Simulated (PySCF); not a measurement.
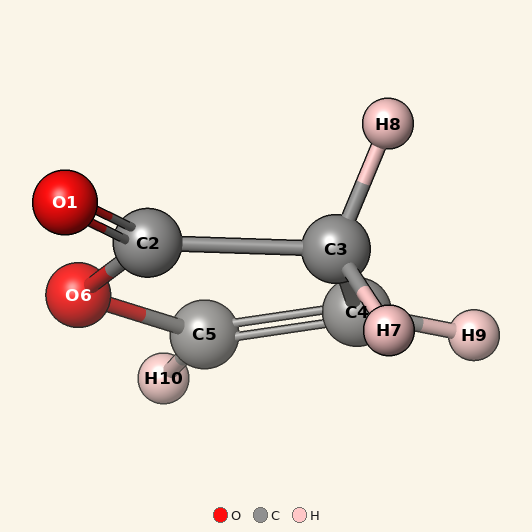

Depth is shown by fading: the farther an atom, the more it takes the colour of the background. The computed structure is the end point of a PBE0-D3(BJ)/def2-SVP optimisation. No frequency run is at hand to confirm it as a minimum.

How is the 5-membered ring C2–C3–C4–C5–O6 puckered?

Answer. It is planar. The Cremer–Pople amplitude Q is 0.01 Å.

Give the torsion angles round the ring, beginning with the bond from its second to its third atom.

Answer. 0°, 0°, 0°, 1°, −1°.
